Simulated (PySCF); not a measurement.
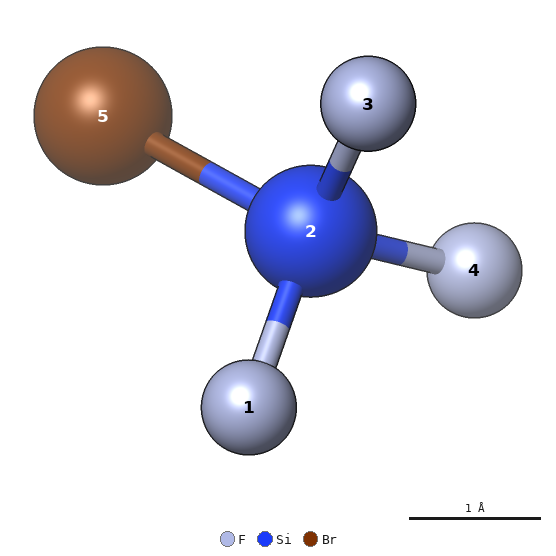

Orthographic view. Distant atoms are faded towards the background colour. The geometry was computed by an optimisation with PBE0-D3(BJ)/def2-TZVP. No frequency run is at hand to confirm it as a minimum.

Write a Z-matrix (Å, degrees) in the order of the atom numbers, with these reference atoms: 2 to 1; 3 to 2, 1; 4 to 2, 3, 1; 5 to 2, 4, 1.

```
F  
Si   1   1.568
F    2   1.567   1   108.4
F    2   1.567   3   108.4   1  -117.3
Br   2   2.163   4   110.6   1  -121.4
```
